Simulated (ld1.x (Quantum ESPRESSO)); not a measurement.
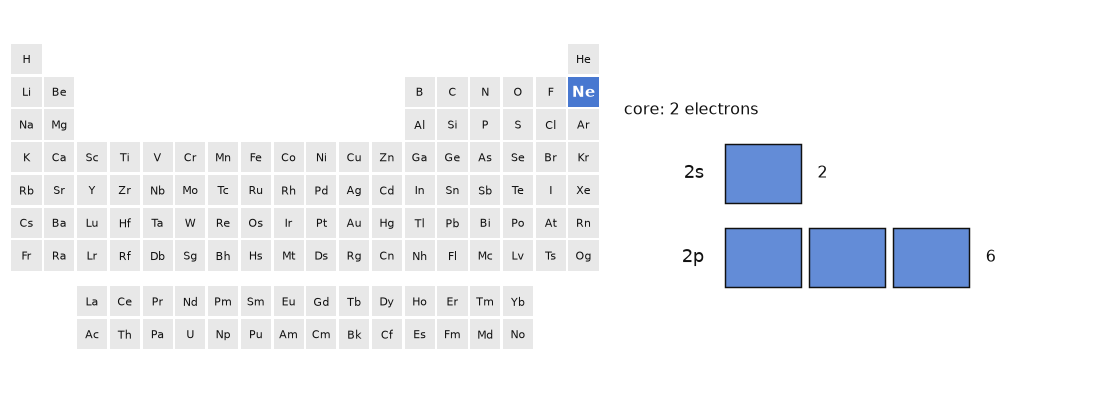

**Figure 1.** Left, the place of neon in the periodic table; right, the valence shells of the reference configuration: a box for each of the 2l + 1 orbitals, shaded by the share of the shell that is filled, with the electron count at the right. The shells are those of the unaltered input.

## Pseudopotential generation, with input and output: Ne

System: neon (Ne, Z = 10), core [He], reference valence 2s2 2p6, valence charge 8. (This line and the method describe the unaltered input from which the odd one was made.)
Method: TM potential, PBEsol, scalar-relativistic, made with ld1.x (Quantum ESPRESSO) 7.5.

### Input
```
 &input
   title='Ne', zed=10., rel=1, dft='PBESOL', iswitch=3, dx=0.05,
   config='[Ne] 3d-2',
   nld=3, rlderiv=1.55, eminld=-5.0, emaxld=5.0, deld=0.02
 /
 &inputp
   pseudotype=2, tm=.true., lloc=2,
   nlcc=.true., new_core_ps=.true.,
   file_pseudopw='Ne.UPF', file_wfcaegen='ae.wfc', file_wfcncgen='nc.wfc', file_beta='beta', file_chi='chi'
 /
3
2S  1  0   2.00   0.00  0.80  0.80  0.0
2P  2  1   6.00   0.00  1.40  1.40  0.0
3D  3  2  -2.00   0.10  1.30  1.30  0.0
 &test
   configts(1)='2s2 2p6'
 /
```

Hardware: 1 CPU thread, shared host.

Command:
```bash
ld1.x < Ne.in > Ne.out
```

### Output
```
     Program LD1 v.7.5
     --------------------------- All-electron run ----------------------------

     Ne
     scalar relativistic calculation

     atomic number is 10.00
     dft =PBESOL   lsd =0 sic =0 latt =0  beta=0.20 tr2=1.0E-14
     Exchange-correlation= PBESOL
                           (   1   4  10   8   0   0   0)
     mesh = 279 r(mesh) =  99.22747 a.u. xmin = -7.00 dx = 0.05000
     1 Ry =  13.60569312 eV, c = 137.03599908

     n l     nl                  e(Ry)          e(Ha)          e(eV)
     1 0     1S 1( 2.00)       -60.8800       -30.4400      -828.3153
     2 0     2S 1( 2.00)        -2.6605        -1.3303       -36.1984
     2 1     2P 1( 6.00)        -0.9751        -0.4876       -13.2669

     final scf error:  7.6E-15 reached in  23 iterations

     Etot =    -257.352009 Ry,    -128.676004 Ha,   -3501.452454 eV

     Ekin =     257.188762 Ry,     128.594381 Ha,    3499.231374 eV
     Encl =    -622.137488 Ry,    -311.068744 Ha,   -8464.611740 eV
     Eh   =     131.673204 Ry,      65.836602 Ha,    1791.505210 eV
     Exc  =     -24.076487 Ry,     -12.038244 Ha,    -327.577297 eV

     normalization and overlap integrals

     s(1S/1S) =  1.000000  <r> =   0.1582  <r2> =    0.0338  r(max) =   0.1051
     s(2S/2S) =  1.000000  <r> =   0.8991  <r2> =    0.9875  r(max) =   0.6686
     s(2P/2P) =  1.000000  <r> =   0.9814  <r2> =    1.2969  r(max) =   0.6360

     ------------------------ End of All-electron run ------------------------

     --------------------- Generating NC pseudopotential ---------------------

      Generating local pot.: lloc=2, matching radius rcloc =   1.3000

      Computing core charge for nlcc:

       r > 0.25 : true rho core
      Core charge pseudized with two Bessel functions
      Integrated core pseudo-charge :   1.50

      Wfc   2S  rcut= 0.817  Using Troullier-Martins method

      Wfc   2P  rcut= 1.346  Using Troullier-Martins method

     ------------------- End of pseudopotential generation -------------------

     --------------------------- All-electron run ----------------------------

     Ne
     scalar relativistic calculation

     atomic number is 10.00
     dft =PBESOL   lsd =0 sic =0 latt =0  beta=0.20 tr2=1.0E-14
     Exchange-correlation= PBESOL
                           (   1   4  10   8   0   0   0)
     mesh = 279 r(mesh) =  99.22747 a.u. xmin = -7.00 dx = 0.05000
     1 Ry =  13.60569312 eV, c = 137.03599908

     n l     nl                  e(Ry)          e(Ha)          e(eV)
     1 0     1S 1( 2.00)       -60.8800       -30.4400      -828.3153
     2 0     2S 1( 2.00)        -2.6605        -1.3303       -36.1984
     2 1     2P 1( 6.00)        -0.9751        -0.4876       -13.2669

     final scf error:  7.6E-15 reached in  23 iterations

     Etot =    -257.352009 Ry,    -128.676004 Ha,   -3501.452454 eV

     Ekin =     257.188762 Ry,     128.594381 Ha,    3499.231374 eV
     Encl =    -622.137488 Ry,    -311.068744 Ha,   -8464.611740 eV
     Eh   =     131.673204 Ry,      65.836602 Ha,    1791.505210 eV
     Exc  =     -24.076487 Ry,     -12.038244 Ha,    -327.577297 eV

     normalization and overlap integrals

     s(1S/1S) =  1.000000  <r> =   0.1582  <r2> =    0.0338  r(max) =   0.1051
     s(2S/2S) =  1.000000  <r> =   0.8991  <r2> =    0.9875  r(max) =   0.6686
     s(2P/2P) =  1.000000  <r> =   0.9814  <r2> =    1.2969  r(max) =   0.6360

     ------------------------ End of All-electron run ------------------------

     Computing logarithmic derivative in   1.52612
     Computing logarithmic derivative in   1.52612
     Computing the partial wave expansion
     R is outside the sphere for l=    0 j= 0.00
     R is outside the sphere for l=    1 j= 0.00
       no projector for channel:   2

     ---------------------- Testing the pseudopotential ----------------------

     Ne
     scalar relativistic calculation

     atomic number is 10.00   valence charge is  8.00
     dft =PBESOL   lsd =0 sic =0 latt =0  beta=0.20 tr2=1.0E-14
     mesh = 279 r(mesh) =  99.22747 xmin = -7.00 dx = 0.05000

     n l     nl             e AE (Ry)        e PS (Ry)    De AE-PS (Ry)
     1 0     2S   1( 2.00)       -2.66054       -2.66065        0.00012
     2 1     2P   1( 6.00)       -0.97510       -0.97509       -0.00001

     eps = 3.1E-17  iter =  6

     Etot =    -257.352009 Ry,    -128.676004 Ha,   -3501.452454 eV
     Etotps =   -75.073439 Ry,     -37.536720 Ha,   -1021.426177 eV

     Ekin =      47.095125 Ry,      23.547563 Ha,     640.761819 eV
     Encl =    -153.999925 Ry,     -76.999962 Ha,   -2095.275720 eV
     Ehrt =      60.863502 Ry,      30.431751 Ha,     828.090126 eV
     Ecxc =     -18.451513 Ry,      -9.225757 Ha,    -251.045626 eV
     (Ecc =      -6.457821 Ry,      -3.228910 Ha,     -87.863127 eV)
     Epseu=     -10.580628 Ry,      -5.290314 Ha,    -143.956776 eV

     ---------------------- End of pseudopotential test ----------------------
```

### Outcome

- outcome: generated
- wall time: 0.63 s

### What is odd here

The input is odd on purpose: mesh step dx=0.05. The program ran to the end. The all-electron total energy moves by −0.0080 Ry against the unaltered input (−257.3440 Ry), a numerical error of the setting. The pseudo-atom meets the occupied all-electron levels that the test lists within 0.00012 Ry. No test for ghost states or cutoffs was run on this potential, so its soundness isn't shown.
